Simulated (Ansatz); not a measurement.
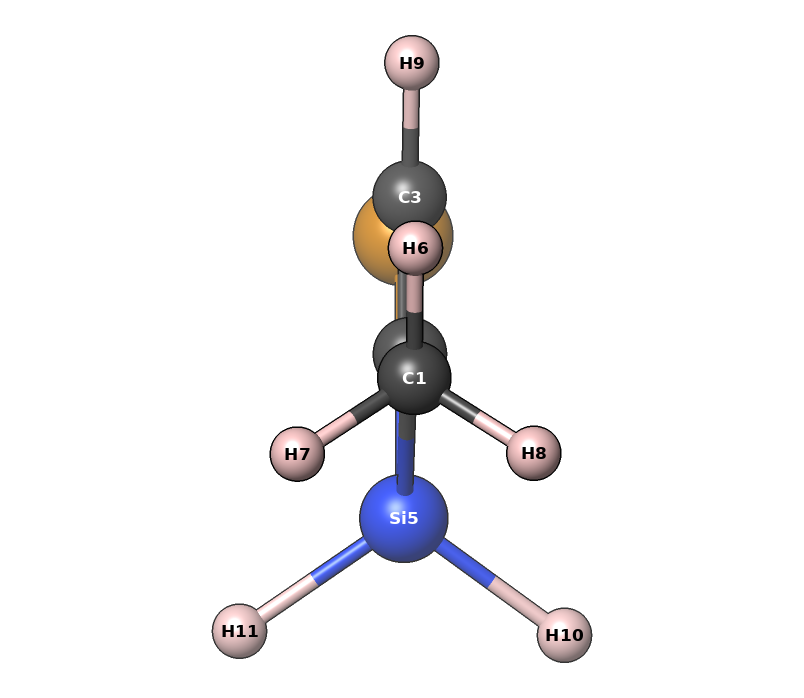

C2 lies behind C1. The molecule seen nearly along the C1–C2 bond, C1 in front. Distant atoms are faded towards the background colour. The computed structure is the end point of a PBE-D4/def2-SVP optimisation. No frequency run is at hand to confirm it as a minimum.

What is the torsion angle H6–C1–C2–Si5? The sign is positive where the front bond must turn clockwise to cover the back bond.

−179°, antiperiplanar (anti).
